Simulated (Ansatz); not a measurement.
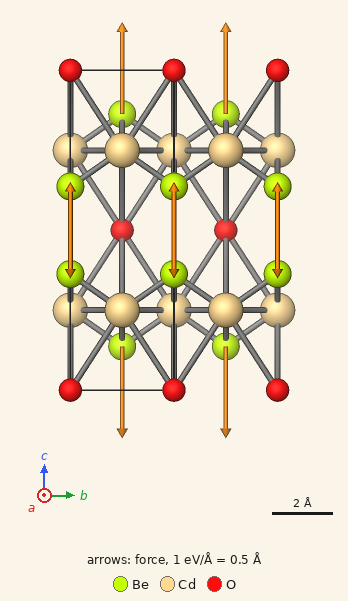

Starting geometry of a crystal of Be2Cd2O (a generated structure, set up in Fmmm) (coarse preliminary run) with the computed forces as orange arrows. Style: ball-and-stick. Shown: the conventional cell (2 times the calculation's cell), repeated 1 × 2 × 1 with one cell outlined, along the a axis. Lengths and directions refer to the drawn axes.

Computed with DFT PBE, scalar-relativistic, plane waves, PAW (Ansatz). Settings: plane-wave cutoff 420 eV; k-point mesh 6 × 6 × 6; occupations gaussian; smearing width 0.1 eV; no spin polarisation; cell and atoms relaxed; force threshold 0.04 eV/Å; at most 70 steps.

Q: What follows when this structure is relaxed?

A: It isn't relaxed: the largest force vector, on Be atoms, is 6.19 eV/Å. Measured relative to the changing cell, the final displacements run against the starting forces (cosine between the two patterns −1.00). The largest moves relative to the cell, 3.03 Å, are those of Be atoms. Cd and O stay in place. Cell: a = b 3.484 → 4.248 Å (+21.9 %), c 10.753 → 12.256 Å (+14.0 %), γ 90.6° → 90.0°. Volume +69.4 %. Near-neighbour distances that change, for instance: Be–O 3.905 → 1.422 Å, Be–Cd 2.125 → 2.685 Å, Cd–Cd 2.451 → 3.004 Å, Cd–Cd 2.476 → 3.005 Å. New bonds form: Be–O (3.91 → 1.42 Å). The space group (tolerance 0.01 Å) goes from Fmmm (No. 69) to I4/mmm (No. 139). After 39 accepted moves (43 points after the start) the energy has fallen by 2404 meV per atom. Largest force component: 6.2 eV/Å at the start, 0.017 eV/Å at the end. The pressure goes from 53.11 to 0.24 GPa. At 4 points the geometry stayed and the basis and grid were re-selected for the new cell (energy shift of 18.7 meV per atom at most each time). Cost: 5.1 min on 1 thread of AMD EPYC 7R43 64-Core Processor (Zen 3), with other jobs on the host, peak memory 0.5 GiB.
